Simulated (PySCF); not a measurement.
**C$_{4}$H$_{11}$FO$_{2}$Si (SMILES CC(C)[Si](O)(O)CF): density, localisation and related maps**

Input

```
{"job": {"kind": "nmr", "xc": "PBE0", "basis": "pcSseg-1"}, "charge": 0, "multiplicity": 1}
C     -1.487496    -1.266715    -0.076390
C     -0.919669     0.039487     0.481812
C     -1.446370     1.220719    -0.336636
Si     0.991097     0.010594     0.579202
O      1.556417    -1.203574     1.497456
O      1.565957     1.391381     1.236345
C      1.788160    -0.321643    -1.133335
F      1.468221     0.685564    -2.030818
H     -1.209976    -1.385676    -1.120998
H     -2.574575    -1.268016    -0.013501
H     -1.107538    -2.120717     0.478976
H     -1.304384     0.152499     1.503234
H     -2.534659     1.205594    -0.365976
H     -1.132762     2.167822     0.097416
H     -1.077937     1.173109    -1.358420
H      1.611126    -1.096106     2.443713
H      1.472650     2.219402     0.773249
H      1.453536    -1.253563    -1.589405
H      2.878397    -0.340910    -1.073385
```

Command:

```sh
OMP_NUM_THREADS=1 python probes_run.py task.json out
```

Geometry: GFN2-xTB.

These are results of PBE0/pcSseg-1, SCF density, gas phase, non-relativistic (PySCF 2.14.0), not measurements.

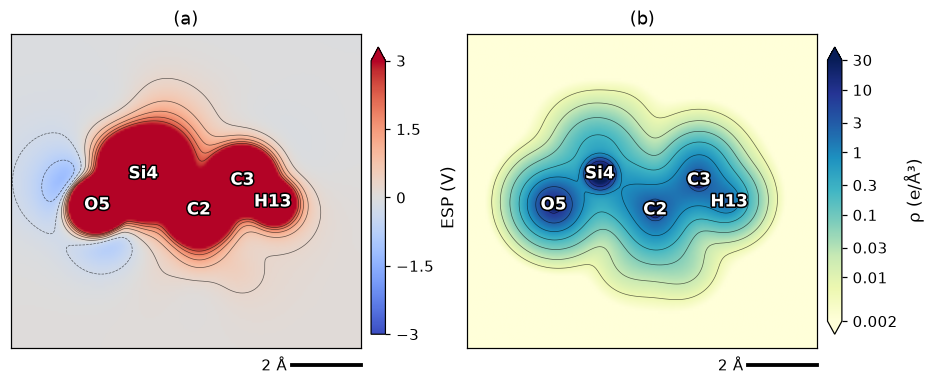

Figure 1. (a) electrostatic potential; (b) total electron density on the plane of atoms C2, C3 and H13.

**Read the bonding off the picture.**

The plane passes through C, Si, O and H nuclei. C–C (1.53 Å): the density is about 1.6 e/Å³ at the midpoint. Si–O (1.62 Å): ρ is about 1.2 e/Å³ halfway. C–Si (1.91 Å): ρ is about 0.95 e/Å³ halfway. C–H (1.09 Å): ρ at the midpoint is about 2 e/Å³. Outside the dense part of the molecule the potential is most negative (−1.2 V) near O5.

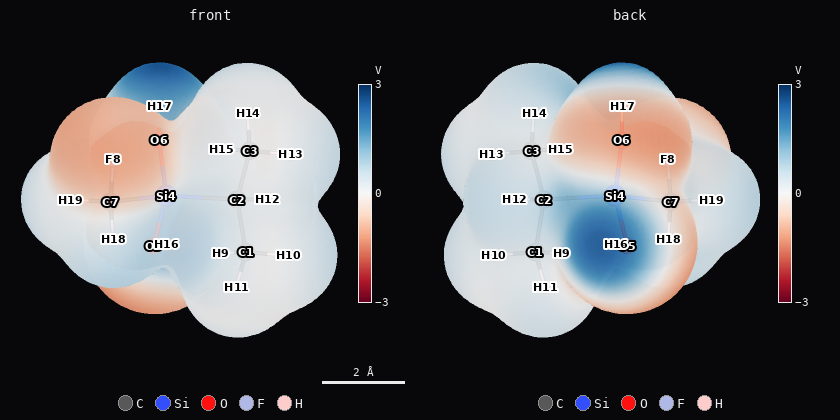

Figure 2. The electrostatic potential painted on the density surface at 0.002 e/bohr³, seen from the front and from behind; red is negative and blue positive.

**Where is the surface potential most negative and most positive?**

The most negative region (about −1.3 V) lies over O5 and O6, the most positive (about +2.5 V) over H16 and H17.
